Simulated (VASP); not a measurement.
# A VASP study of CaPd2N2 (AM05): structure first, properties next, part 3 of 4

Wanted: the relaxed cell of CaPd2N2 and its properties. The cell is invented: it takes the structure of a Materials Project entry for CaRu2N2 (space group 12 there), with some of its atoms replaced by other elements, volume scaled by an estimate. It may not be a known or stable phase.

VASP 6.6.1, plane waves and PAW; the level of theory is named at each step.

So far. Step 3 (Relaxing cell and atoms (AM05)): It ends with a largest force of 0.007 eV/Å and a pressure of 0.02 GPa. Step 4 (Density, ELF and potential (AM05)): The pressure is -0.04 GPa and the largest force 0.017 eV/Å.

**5. Bands along the symmetry lines (AM05)**

Level of this step: AM05; plane waves and PAW (Pd, Ca_sv, N); invented cell (VASP).

The mesh alone shows little of the dispersion and can miss band extrema, so KPOINTS_OPT adds a path through the symmetry points after the self-consistent cycle.

The input, INCAR:

```
SYSTEM = CaPd2N2
PREC = Accurate
ENCUT = 520
EDIFF = 1E-06
NELM = 100
ISMEAR = -1
SIGMA = 0.05
LREAL = .FALSE.
ALGO = Normal
GGA = AM
NBANDS = 35
LORBIT = 11
LWAVE = .FALSE.
LCHARG = .FALSE.
KPAR = 2
```

The input, POSCAR:

```
CaPd2N2
1.0
    3.2457676800      0.0000000000      0.0000000000
   -1.6228838400      2.8109172700      0.0000000000
    0.0000000000      0.0000000000      6.9751935000
Pd Ca N
2 1 2
Direct
    0.3333333330      0.6666666670      0.1535780480
    0.6666666670      0.3333333330      0.8464219520
    0.0000000000      0.0000000000      0.5000000000
    0.3333333330      0.6666666670      0.7204807330
    0.6666666670      0.3333333330      0.2795192670
```

The input, KPOINTS:

```
Automatic mesh
0
Gamma
8 8 4
0 0 0
```

The input, KPOINTS_OPT:

```
Line mode
16
Line-mode
Reciprocal
  0.00000000   0.00000000   0.00000000 GAMMA
  0.50000000   0.00000000   0.00000000 M

  0.50000000   0.00000000   0.00000000 M
  0.33333333   0.33333333   0.00000000 K

  0.33333333   0.33333333   0.00000000 K
  0.00000000   0.00000000   0.00000000 GAMMA

  0.00000000   0.00000000   0.00000000 GAMMA
  0.00000000   0.00000000   0.50000000 A

  0.00000000   0.00000000   0.50000000 A
  0.50000000   0.00000000   0.50000000 L

  0.50000000   0.00000000   0.50000000 L
  0.33333333   0.33333333   0.50000000 H

  0.33333333   0.33333333   0.50000000 H
  0.00000000   0.00000000   0.50000000 A

  0.50000000   0.00000000   0.50000000 L
  0.50000000   0.00000000   0.00000000 M

  0.33333333   0.33333333   0.00000000 K
  0.33333333   0.33333333   0.50000000 H
```

PAW data sets: Pd, Ca_sv and N (PBE family, release 64).

Started as:

```
$ mpirun -np 2 vasp_std
```

Output:

```text
[... set-up lines as in an earlier step ...]
 entering main loop
       N       E                     dE             d eps       ncg     rms          rms(c)
DAV:   1     0.317455448585E+03    0.31746E+03   -0.19978E+04  2450   0.115E+03
DAV:   2    -0.167493089901E+02   -0.33420E+03   -0.31485E+03  2715   0.319E+02
DAV:   3    -0.365444900153E+02   -0.19795E+02   -0.19393E+02  3456   0.768E+01
DAV:   4    -0.368584763657E+02   -0.31399E+00   -0.31015E+00  3417   0.816E+00
DAV:   5    -0.368624258261E+02   -0.39495E-02   -0.39481E-02  2878   0.816E-01    0.237E+01
DAV:   6    -0.334546071131E+02    0.34078E+01   -0.26150E+01  2811   0.434E+01    0.196E+01
DAV:   7    -0.299924140031E+02    0.34622E+01   -0.96268E+00  2664   0.248E+01    0.699E+00
DAV:   8    -0.300013382273E+02   -0.89242E-02   -0.10644E+00  2757   0.519E+00    0.252E+00
DAV:   9    -0.299827564103E+02    0.18582E-01   -0.32498E-02  3106   0.153E+00    0.540E-01
DAV:  10    -0.299830410155E+02   -0.28461E-03   -0.75748E-03  2798   0.517E-01    0.283E-01
DAV:  11    -0.299831214294E+02   -0.80414E-04   -0.82991E-04  2958   0.194E-01    0.731E-02
DAV:  12    -0.299830941953E+02    0.27234E-04   -0.17319E-04  2838   0.800E-02    0.406E-02
DAV:  13    -0.299830978395E+02   -0.36442E-05   -0.19629E-05  2820   0.316E-02    0.653E-03
DAV:  14    -0.299830976729E+02    0.16667E-06   -0.10557E-06  2098   0.742E-03
   1 F= -.29983098E+02 E0= -.29971287E+02  d E =-.236218E-01
 Start KPOINTS_OPT (optional k-point list driver)
k-point batch [1-35\144]
       N       E                     dE             ncg
DAV:   1     0.101514524225E+05   -0.32542E+05     2450
DAV:   2    -0.126347583263E+04   -0.11415E+05     2666
DAV:   3    -0.187281651767E+04   -0.60934E+03     3490
DAV:   4    -0.188539961037E+04   -0.12583E+02     3537
DAV:   5    -0.188555820370E+04   -0.15859E+00     2916
DAV:   6    -0.188556072047E+04   -0.25168E-02     3101
DAV:   7    -0.188556079266E+04   -0.72191E-04     2828
DAV:   8    -0.188556079548E+04   -0.28182E-05     2250
DAV:   9    -0.188556079564E+04   -0.16602E-06     1823
[...]
k-point batch [141-144\144]
       N       E                     dE             ncg
DAV:   1     0.465390459194E+05   -0.55243E+04      280
DAV:   2     0.452459007442E+05   -0.12931E+04      308
DAV:   3     0.451795133355E+05   -0.66387E+02      364
DAV:   4     0.451786299959E+05   -0.88334E+00      408
DAV:   5     0.451786121147E+05   -0.17881E-01      349
DAV:   6     0.451786117822E+05   -0.33245E-03      330
DAV:   7     0.451786117718E+05   -0.10429E-04      330
DAV:   8     0.451786117714E+05   -0.38733E-06      280
```

Elapsed: 2.3 min, on 2 MPI ranks of AMD EPYC 7R43, shared host; peak memory 0.44 GiB.

OUTCAR, selected parts (step 5):

```text
   k-points           NKPTS =     35   k-points in BZ     NKDIM =     35   number of bands    NBANDS=     35

   NELECT =      40.0000    total number of electrons

 E-fermi :   7.7676

 k-point     1 :       0.0000    0.0000    0.0000
  band No.  band energies     occupation
    ...
     14       3.8922      2.00000
     15       4.5539      2.00000
     16       5.2588      2.00000
     17       5.2588      2.00000
     18       7.7667      1.00899
     19       7.9736      0.03196
     20       8.6110      0.00000
     21       8.6110      0.00000
     22       8.9527      0.00000
     23       8.9527      0.00000
    ...

  Total       -0.0173929     -0.0173929     -0.0102023      0.0000000      0.0000000      0.0000000
  in kB       -0.4378855     -0.4378855     -0.2568554      0.0000000      0.0000000      0.0000000
  external PRESSURE =      -0.3775421 kB  Pullay stress =       0.0000000 kB

 POSITION                                       TOTAL-FORCE (eV/Angst)
 -----------------------------------------------------------------------------------
     -0.00000      1.87394      1.07124         0.000000      0.000000     -0.015597
      1.62288      0.93697      5.90396        -0.000000      0.000000      0.015597
      0.00000      0.00000      3.48760        -0.000000      0.000000      0.000000
     -0.00000      1.87394      5.02549         0.000000      0.000000     -0.017761
      1.62288      0.93697      1.94970        -0.000000     -0.000000      0.017761
 -----------------------------------------------------------------------------------
    total drift:                                0.000000      0.000000      0.000000

  FREE ENERGIE OF THE ION-ELECTRON SYSTEM (eV)
  ---------------------------------------------------
  free  energy   TOTEN  =       -29.9830976729 eV

  energy  without entropy=      -29.9594759183  energy(sigma->0) =      -29.97128680

[... 7 parts as in an earlier step ...]

[... 9 further parts left out ...]
```

Spin-orbit coupling is off here; it would split degenerate levels.

This step gave:

- bands: 35
- Fermi energy: 7.768 eV
- pressure: -0.03775 GPa

Electronic bands along the path, in eV, zero at the Fermi level; # counts the bands kept, so #1 is VASP's band 7:

| point | #12 | #13 | #14 | #15 | #16 | #17 | #18 | #19 |
| --- | --- | --- | --- | --- | --- | --- | --- | --- |
| Γ | 0.00 | 0.21 | 0.84 | 0.84 | 1.19 | 1.19 | 3.51 | 4.99 |
| M | -1.96 | -1.66 | -0.97 | -0.32 | 0.48 | 3.14 | 4.41 | 5.52 |
| K | -2.53 | -2.11 | -0.33 | -0.33 | 0.50 | 4.67 | 4.67 | 5.70 |
| Γ | 0.00 | 0.21 | 0.84 | 0.84 | 1.19 | 1.19 | 3.51 | 4.99 |
| A | -0.84 | 0.46 | 0.46 | 1.43 | 1.57 | 1.57 | 3.62 | 3.86 |
| L | -2.19 | -1.47 | -1.01 | -0.66 | 0.81 | 3.16 | 4.09 | 5.12 |
| H | -2.69 | -1.97 | -0.28 | -0.28 | 0.31 | 4.52 | 4.52 | 6.13 |
| A | -0.84 | 0.46 | 0.46 | 1.43 | 1.57 | 1.57 | 3.62 | 3.86 |
| jump to L | -2.19 | -1.47 | -1.01 | -0.66 | 0.81 | 3.16 | 4.09 | 5.12 |
| M | -1.96 | -1.66 | -0.97 | -0.32 | 0.48 | 3.14 | 4.41 | 5.52 |
| jump to K | -2.53 | -2.11 | -0.33 | -0.33 | 0.50 | 4.67 | 4.67 | 5.70 |
| H | -2.69 | -1.97 | -0.28 | -0.28 | 0.31 | 4.52 | 4.52 | 6.13 |

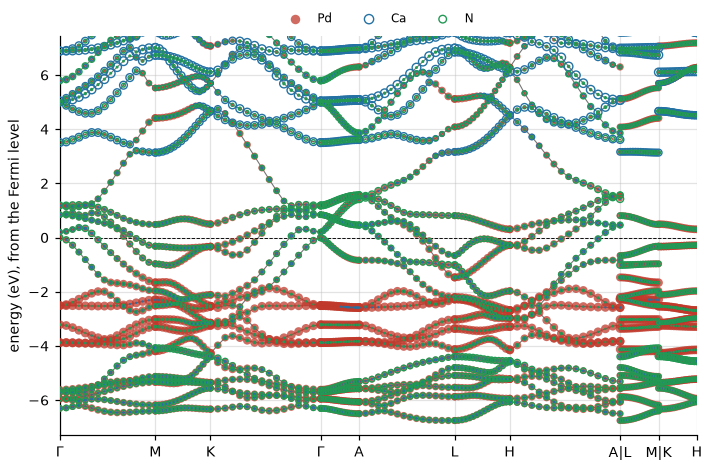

Electronic bands along the path; dots are coloured as in the legend, and their area grows with the weight.

There is no gap at this level.

**6. Density of states (AM05)**

Here the states are counted by energy and projected on the atoms. The mesh is finer than in the run before.

INCAR: that of step 5 with these lines changed.

```diff
@@ -5,3 +5,3 @@
 NELM = 100
-ISMEAR = -1
+ISMEAR = -5
 SIGMA = 0.05
@@ -15 +15,2 @@
 KPAR = 2
+NEDOS = 2001
```

POSCAR is that of step 5.

The input, KPOINTS:

```
Automatic mesh
0
Gamma
12 12 5
0 0 0
```

Started as:

```
$ mpirun -np 2 vasp_std
```

Output:

```text
[... set-up lines as in an earlier step ...]
 entering main loop
       N       E                     dE             d eps       ncg     rms          rms(c)
DAV:   1     0.317636043815E+03    0.31764E+03   -0.19969E+04  5670   0.115E+03
DAV:   2    -0.169380671437E+02   -0.33457E+03   -0.31534E+03  6275   0.320E+02
DAV:   3    -0.365492428522E+02   -0.19611E+02   -0.19246E+02  7975   0.768E+01
DAV:   4    -0.368541472795E+02   -0.30490E+00   -0.30197E+00  7944   0.804E+00
DAV:   5    -0.368581586533E+02   -0.40114E-02   -0.40069E-02  6579   0.831E-01    0.236E+01
DAV:   6    -0.334344444928E+02    0.34237E+01   -0.26418E+01  6592   0.434E+01    0.196E+01
DAV:   7    -0.299792721228E+02    0.34552E+01   -0.95157E+00  6154   0.248E+01    0.698E+00
DAV:   8    -0.299885967181E+02   -0.93246E-02   -0.10642E+00  6382   0.520E+00    0.252E+00
DAV:   9    -0.299705621800E+02    0.18035E-01   -0.33046E-02  7221   0.154E+00    0.538E-01
DAV:  10    -0.299708071602E+02   -0.24498E-03   -0.76363E-03  6411   0.525E-01    0.283E-01
DAV:  11    -0.299709139024E+02   -0.10674E-03   -0.84811E-04  6858   0.197E-01    0.737E-02
DAV:  12    -0.299708795661E+02    0.34336E-04   -0.17761E-04  6515   0.813E-02    0.403E-02
DAV:  13    -0.299708900108E+02   -0.10445E-04   -0.19498E-05  6463   0.317E-02    0.646E-03
DAV:  14    -0.299708888195E+02    0.11912E-05   -0.11110E-06  4907   0.755E-03    0.261E-03
DAV:  15    -0.299708887662E+02    0.53341E-07   -0.29183E-07  3220   0.326E-03
   1 F= -.29970889E+02 E0= -.29970889E+02  d E =0.000000E+00
 -----------------------------------------------------------------------------
|                                                                             |
|           W    W    AA    RRRRR   N    N  II  N    N   GGGG   !!!           |
|           W    W   A  A   R    R  NN   N  II  NN   N  G    G  !!!           |
|           W    W  A    A  R    R  N N  N  II  N N  N  G       !!!           |
|           W WW W  AAAAAA  RRRRR   N  N N  II  N  N N  G  GGG   !            |
|           WW  WW  A    A  R   R   N   NN  II  N   NN  G    G                |
|           W    W  A    A  R    R  N    N  II  N    N   GGGG   !!!           |
|                                                                             |
|     Tetrahedron method does not include variations of the Fermi             |
|     occupations, so forces and stress will be inaccurate. We suggest        |
|     using a different smearing scheme ISMEAR = 1 or 2 for metals in         |
|     relaxations.                                                            |
|                                                                             |
 -----------------------------------------------------------------------------
```

Wall time 99 s (2 MPI ranks); peak memory 0.52 GiB; 3.3 min of CPU time.

Parts of OUTCAR (step 6):

```text
   k-points           NKPTS =     81   k-points in BZ     NKDIM =     81   number of bands    NBANDS=     35

   NELECT =      40.0000    total number of electrons

 E-fermi :   7.8105

 k-point     1 :       0.0000    0.0000    0.0000
  band No.  band energies     occupation
    ...
     14       3.8892      2.00000
     15       4.5507      2.00000
     16       5.2555      2.00000
     17       5.2555      2.00000
     18       7.7661      2.00000
     19       7.9730      0.00000
     20       8.6104      0.00000
     21       8.6104      0.00000
     22       8.9529      0.00000
     23       8.9529      0.00000
    ...

  Total       -0.0620155     -0.0620155     -0.0044183      0.0000000      0.0000000      0.0000000
  in kB       -1.5613110     -1.5613110     -0.1112361      0.0000000      0.0000000      0.0000000
  external PRESSURE =      -1.0779527 kB  Pullay stress =       0.0000000 kB

 POSITION                                       TOTAL-FORCE (eV/Angst)
 -----------------------------------------------------------------------------------
     -0.00000      1.87394      1.07124         0.000000      0.000000     -0.052935
      1.62288      0.93697      5.90396        -0.000000      0.000000      0.052935
      0.00000      0.00000      3.48760        -0.000000      0.000000      0.000000
     -0.00000      1.87394      5.02549        -0.000000      0.000000     -0.023839
      1.62288      0.93697      1.94970         0.000000      0.000000      0.023839
 -----------------------------------------------------------------------------------
    total drift:                                0.000000      0.000000      0.000000

  FREE ENERGIE OF THE ION-ELECTRON SYSTEM (eV)
  ---------------------------------------------------
  free  energy   TOTEN  =       -29.9708887662 eV

  energy  without entropy=      -29.9708887662  energy(sigma->0) =      -29.97088877

[... 6 parts as in an earlier step ...]

[... 10 further parts left out ...]
```

With tetrahedra the forces and stress of a metal are not exact derivatives of the energy.

Numbers from this step:

```yaml
scf_cycles: 15
irreducible_k_points: 81
free_energy_toten: -29.97 eV
fermi_energy: 7.811 eV
pressure: -0.1078 GPa
dos_at_the_fermi_level: 2.471 states/eV/cell
```

The density of states has structure finer than the step of the table below, so its rows give means over 1 eV, whole bins alone (the curve runs from -12.0 to 4.72 eV). Peaks (eV: height): total -5.5: 10.5, -5.3: 11.0, -3.9: 18.7, -2.5: 13.4; Pd d -3.9: 15.9, -3.8: 7.61, -2.5: 11.5, -2.4: 6.66; N p -5.9: 2.11, -5.7: 2.12, -5.5: 2.52, -5.3: 2.50; Ca d 0.6: 0.211, 3.2: 0.638, 3.8: 1.56, 4.5: 1.44.

States under -12.0 eV and over 4.7 eV are left out. The density of states by energy, zero at the Fermi level; means over each step; values in states/eV/cell:

| energy (eV) | total | Pd d | N p | Ca d |
| --- | --- | --- | --- | --- |
| -8 | 0 | 0 | 0 | 0 |
| -7 | 0.590 | 0.223 | 0.131 | 0.00605 |
| -6 | 5.94 | 2.88 | 1.38 | 0.0454 |
| -5 | 5.03 | 2.23 | 1.24 | 0.0723 |
| -4 | 4.91 | 3.70 | 0.323 | 0.0438 |
| -3 | 3.84 | 3.11 | 0.237 | 0.0379 |
| -2 | 4.20 | 2.80 | 0.483 | 0.0895 |
| -1 | 2.10 | 0.979 | 0.477 | 0.0572 |
| 0 | 2.68 | 1.28 | 0.654 | 0.0657 |
| 1 | 2.90 | 1.34 | 0.853 | 0.0653 |
| 2 | 0.577 | 0.145 | 0.122 | 0.0194 |
| 3 | 0.948 | 0.166 | 0.0901 | 0.216 |
| 4 | 2.44 | 0.207 | 0.271 | 0.884 |

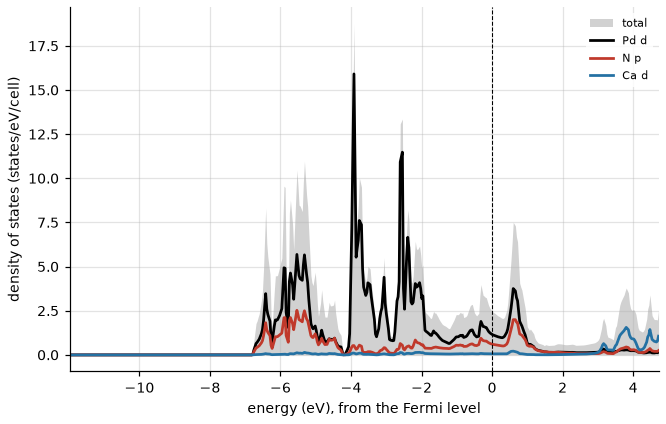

Density of states, plotted against energy.

Force by atom:

| atom | x (eV/Å) | y (eV/Å) | z (eV/Å) | size |
| --- | --- | --- | --- | --- |
| Pd1 | 0.0000 | 0.0000 | -0.0529 | 0.0529 |
| Pd2 | 0.0000 | 0.0000 | 0.0529 | 0.0529 |
| Ca3 | 0.0000 | 0.0000 | 0.0000 | 0.0000 |
| N4 | 0.0000 | 0.0000 | -0.0238 | 0.0238 |
| N5 | 0.0000 | 0.0000 | 0.0238 | 0.0238 |

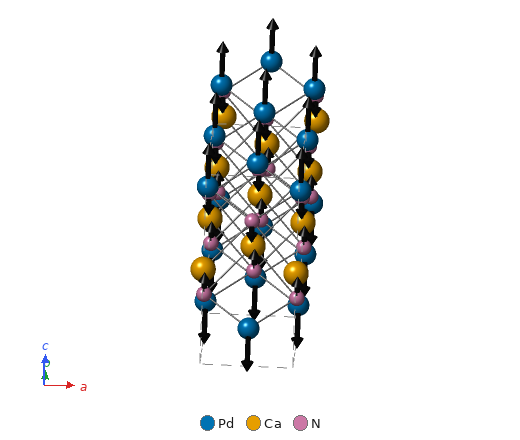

Force as arrows, the longest 0.0529 eV/Å. 1×3×1 conventional cells are drawn. Some periodic images of atoms are drawn too.

The finer mesh and the other smearing move the Fermi level by +0.04 eV from the 8×8×4 run, a small shift, which tests the Fermi level alone. Of the states within 0.3 eV of the Fermi level, the largest shares in the PAW spheres are Pd d 47 % and N p 24 %. The rest lies in smaller channels or between the spheres.

(Part 3 of 4 ends here.)

[Lines on the potential files, build, host, timing and source positions are cut from VASP's logs without a mark.]

[Logs are printed without paths, hosts, clocks, repeated set-up lines and the standing remarks that a program may print on its own settings, such as how far it seeks lower states.]

[Hosts, paths, dates, database ids (printed as entryN), source tags and the programs' standing remarks are cut or masked in the printed files.]

[A measured line is paired with the nearest computed mode of its activity, which favours agreement.]

[In band tables of VASP the shares of atoms and orbitals are scaled to a sum of 1 inside the atoms' spheres.]
